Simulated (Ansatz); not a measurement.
F₂H₄W···H₂

```xyz
9

W    -0.0762   -0.0912    0.1853
F     0.2393    0.2086    1.9741
H     0.9902   -1.1301   -0.5814
H    -1.1244    0.9750   -0.5702
H    -1.6924   -0.5299    0.0537
H    -0.5198   -1.7058    0.0336
F     0.9602    0.9676   -1.0564
H     1.8626    1.9573    0.9606
H     1.6649    1.7491    1.6180
```

Core potentials replace the inner electrons of W; not at a stationary point (largest force 1.8 eV/Å).

Method: RKS PBE0-D4/def2-SVPD (Ansatz).

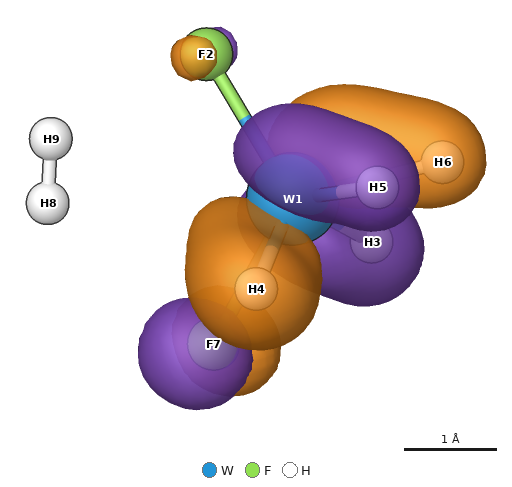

Figure 1. The HOMO at ±0.15 Å⁻³ᐟ² (orange and purple are the two phases), seen at a tilt.

Q: What is the character of this orbital?

A: It lies mainly on W1 (about 45 %), F7 (about 20 %), H4 (about 10 %), H3 (about 10 %), H5 (about 5 %) and H6 (about 5 %). Its energy is −7.86 eV.

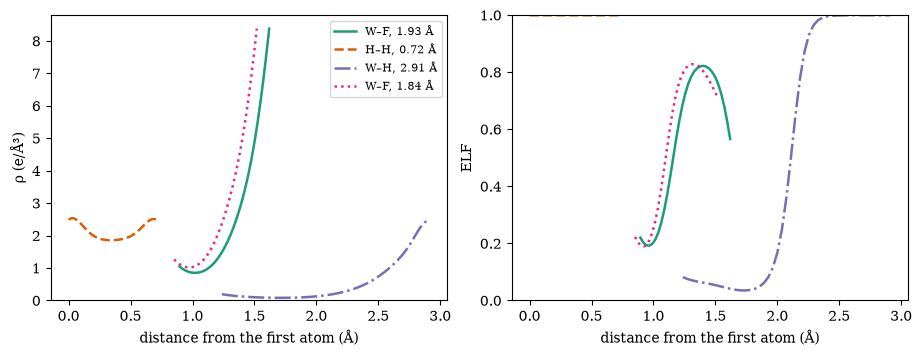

Figure 2. Electron density and electron localisation function along straight lines between neighbouring atoms. The curves leave out the atomic cores.

Q: Compare the contacts.

A: W–F (1.93 Å): ρ at the midpoint is about 0.89 e/Å³; the ELF peaks at about 0.80 in the valence shell of F, 0.5 Å from its nucleus, and drops to about 0.20 between the two atoms.
H–H (0.72 Å): the density is about 1.9 e/Å³ at the midpoint; the ELF peaks at about 1 between the atoms: an ordinary covalent bond to hydrogen.
W1···H9 (2.91 Å): the density falls to about 0.08 e/Å³ on the way; the ELF dips to about 0.05 between them.
W–F (1.84 Å): ρ at the midpoint is about 1.1 e/Å³; the ELF peaks at about 0.85 in the valence shell of F, 0.5 Å from its nucleus, and drops to about 0.20 between the two atoms.

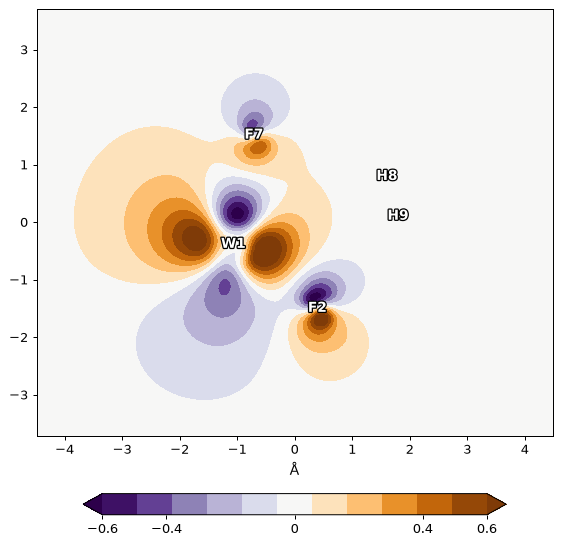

Figure 3. The LUMO on the plane of atoms F2, W1 and F7 (values in Å⁻³ᐟ²; the overall sign is arbitrary).

Q: Describe this orbital and give its energy.

A: It lies mainly on W1 (about 70 %) and F2 (about 10 %). Its energy is −2.88 eV.
